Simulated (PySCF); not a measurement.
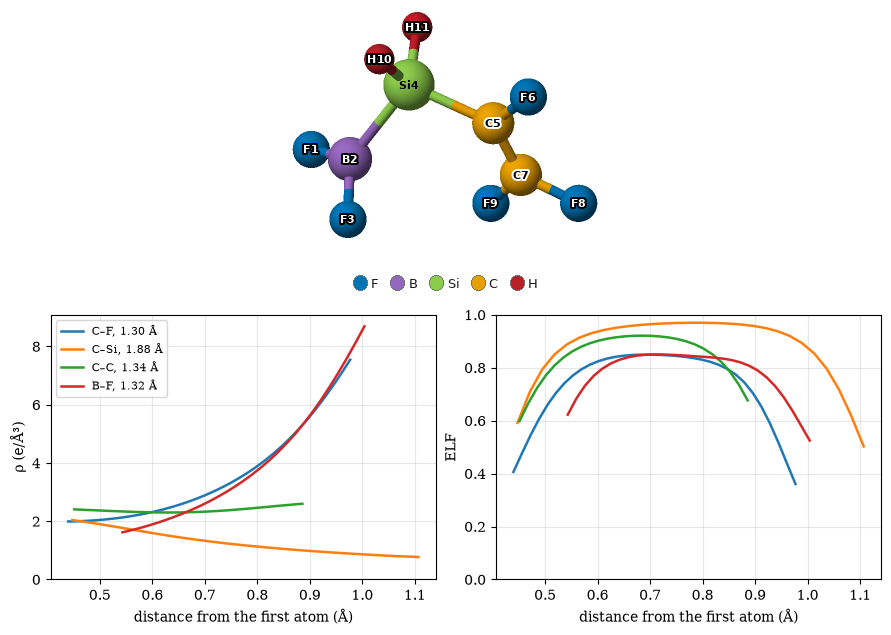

Figure 1: C₂H₂BF₅Si (SMILES FB(F)[SiH2]C(F)=C(F)F). Total electron density and electron localisation function along straight lines between neighbouring atoms. The curves leave out the atomic cores. The structure is drawn too.

Geometry: PBE0-D3(BJ)/def2-SVP.

Theory: PBE0/pcSseg-1, SCF density, gas phase, non-relativistic (PySCF).

```xyz
11

F     2.2875   -1.1663    1.5989
B     1.5973   -0.9202    0.5051
F     1.4785   -1.9073   -0.3596
Si    0.7771    0.9002    0.1247
C    -0.9525    0.6170   -0.5659
F    -1.4536    1.5129   -1.4304
C    -1.7259   -0.4217   -0.2338
F    -2.9231   -0.6639   -0.6856
F    -1.3333   -1.3409    0.6216
H     1.5549    1.6059   -0.9366
H     0.7321    1.7569    1.3468
```

### What kind of bonding do the profiles show?

C–F (1.30 Å): ρ at the midpoint is about 2.6 e/Å³; the ELF peaks at about 0.85 between the atoms: a polar covalent bond.
C–Si (1.88 Å): ρ is about 0.93 e/Å³ halfway; the ELF peaks at about 0.95 between the atoms: a shared electron pair.
C–C (1.34 Å): ρ at the midpoint is about 2.3 e/Å³; the ELF peaks at about 0.90 between the atoms (a multiple bond).
B–F (1.32 Å): the density is about 2.3 e/Å³ at the midpoint; the ELF peaks at about 0.85 between the atoms: a polar covalent bond.
